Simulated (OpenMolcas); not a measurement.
# Nb⁺: CASSCF terms and fine-structure levels

Which level of Nb⁺ lies lowest, and where do the others fall? The reference wave functions come first, then spin-orbit coupling.

The numbers are computed with OpenMolcas 26.06 (state-averaged CASSCF, spin-orbit coupling by RASSI with atomic mean-field integrals), except any that are marked as measured or tabulated.

## (1) The atom as given

| Property | Result |
| --- | --- |
| Species | Nb⁺ (niobium, Z = 41, 40 electrons) |
| Basis | ANO-R0 [5s3p2d], 24 functions |
| Scalar Hamiltonian | X2C, finite nucleus |
| Inactive shells | 1s 2s 2p 3s 3p 3d 4s 4p |
| Active space | 4 electrons in 6 orbitals (4d 5s) |
| Some configurations of this space | 4d2 5s2, 4d3 5s, 4d4 |
| Orbitals | optimised for each spin and parity, averaged over the low roots |

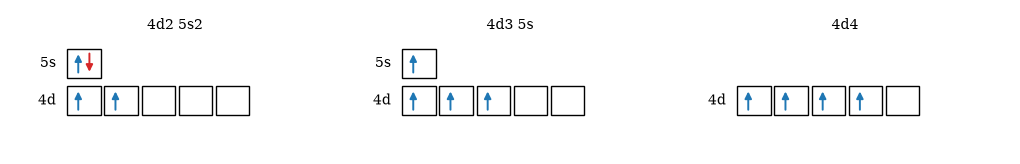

The shells outside the core, filled by Hund's rule for the drawing.

The work runs as a chain of OpenMolcas steps in one folder; each step below is one input file. Labels, J, g values, rates, χT and fits are worked out afterwards by a script from the matrices that RASSI stores.

## (2) Basis and integrals

The input, a.inp:

```
&GATEWAY
Coord
1

Nb 0.0 0.0 0.0
Basis=ANO-R0
Group=XYZ
NoMove
AngMom=0.0 0.0 0.0
AMFI
&SEWARD
```

On the command line:

```console
> OMP_NUM_THREADS=1 MOLCAS_MEM=2252 MOLCAS_PROJECT=a pymolcas a.inp > a.log
```

## (3) CASSCF: quintets of even parity, 15 roots

The input, a.inp:

```
&RASSCF
FileOrb=start.orb
Symmetry=1
Spin=5
nActEl=4 0 0
Inactive=9 9
Ras2=6 0
CIRoot=15 15 1
SDav=15
CIMx=300
Iter=120 100
PrWF=0.3
OrbListing=Nothing
MaxOrb=0
Atom
>>> COPY $Project.JobIph JOB001
```

start.orb holds the contracted functions of the basis, ordered by shell, or the orbitals of the step before.

## (4) Reference wave functions, triplets of even parity, 73 roots

The input, a.inp:

```
&RASSCF
FileOrb=start.orb
Symmetry=1
Spin=3
nActEl=4 0 0
Inactive=9 9
Ras2=6 0
CIRoot=73 73 1
SDav=105
CIMx=300
Iter=120 100
PrWF=0.3
OrbListing=Nothing
MaxOrb=0
Atom
>>> COPY $Project.JobIph JOB002
```

## (5) Reference wave functions, singlets of even parity, 58 roots

The input, a.inp:

```
&RASSCF
FileOrb=start.orb
Symmetry=1
Spin=1
nActEl=4 0 0
Inactive=9 9
Ras2=6 0
CIRoot=58 58 1
SDav=105
CIMx=300
Iter=120 100
PrWF=0.3
OrbListing=Nothing
MaxOrb=0
Atom
>>> COPY $Project.JobIph JOB003
```

## (6) State interaction with spin-orbit coupling

The input, a.inp:

```
&RASSI
NrOfJobIphs=3 15 35 5
1 2 3 4 5 6 7 8 9 10 11 12 13 14 15
1 2 3 4 5 6 7 8 9 10 11 12 13 14 15 16 17 18 19 20 21 22 23 24 25 26 27
28 29 30 31 32 33 34 35
1 2 3 4 5
IphNames
JOB001
JOB002
JOB003
EJob
SpinOrbit
DIPRint=1.0
SOCoupling=1000.0
Subsets=2
MEES
Property=10
'ANGMOM' 1 'ANGMOM' 2 'ANGMOM' 3 'MLTPL  1' 1 'MLTPL  1' 2 'MLTPL  1' 3
'AMFI' 1 'AMFI' 2 'AMFI' 3 'MLTPL  2' 6
SOProperty=3
'ANGMOM' 1 'ANGMOM' 2 'ANGMOM' 3
```

(Steps that only read results are left out.)

Q: Predict the outcome of this session. Wanted: lowest level; first excited level; lowest level of another term; spin-orbit lowering of the lowest level; strongest of the lines computed, by gA.

The runs gave:

| quantity | value |
| --- | --- |
| method | CASSCF |
| lowest level | 4d4 5D0, 99 % of that term |
| ground level listed by NIST | 5D0 |
| first excited level | 4d4 5D1 at 141 cm-1 |
| lowest level of another term | 4d3 5s 5F1 at 4796 cm-1 |
| spin-orbit lowering of the lowest level | 798 cm-1 |
| strongest of the lines computed, by gA (one parity, so forbidden lines), at CASSCF energies | 4d4 3F4 → 4d4 5D4, 934.2 nm, A = 1.69e-01 s⁻¹ |

What this shows: The multiplet 5D is regular; its intervals divided by the larger J differ by 22 % of their mean, where Landé's rule for pure LS coupling makes them equal. The computed levels miss the measured ones by 1900 cm⁻¹ on average. Only the configurations of the active space and the roots asked for are present. Not all states of the active space went into the spin-orbit step. Configurations with different d counts are hard to place against each other, and can be off by thousands to tens of thousands of cm-1. Only valence configurations of the active space appear, up to the ionisation limit; * or ° marks odd parity.
